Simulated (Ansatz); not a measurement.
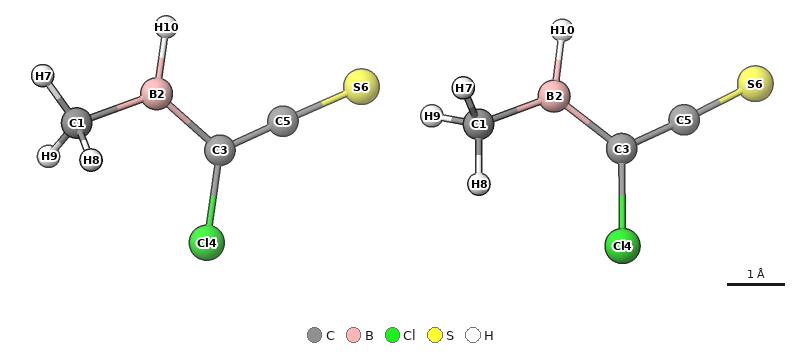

Two geometries of C3H4BClS (coarse preliminary run), drawn at one scale. One is the start of a relaxation, the other its converged end. Style: ball-and-stick. Shown at a tilt.

The calculation used RKS PBE-D4/def2-SVP in Ansatz. (force threshold 0.03 eV/Å; at most 200 steps)

Which geometry has the lower energy?

Answer. The right one is the relaxed one. The start comes from a force field. H9 moves most after the best rigid fit: 0.78 Å. Largest moves by element: H 0.78 Å, Cl 0.57 Å, C 0.16 Å, S 0.13 Å, B 0.13 Å. Near-neighbour distances that change, for instance: C3–Cl4 1.653 → 1.767 Å, C5–S6 1.630 → 1.560 Å, C1–B2 1.624 → 1.567 Å, B2–C3 1.593 → 1.537 Å. Among the angles between lasting bonds that change: B2–C1–H8 106.1° → 114.6°, H7–C1–H9 110.8° → 104.9°, C3–B2–H10 120.6° → 116.0°. Groups turn about C1–B2 by about 55°. Over 24 accepted moves (27 points after the start) the energy falls by 0.524 eV. Largest force component: 4.8 eV/Å at the start, 0.0055 eV/Å at the end. The line search rejected the trial steps at points 10, 13, 22 of the run. The forces were under the threshold at step 8, but the run went on from there.
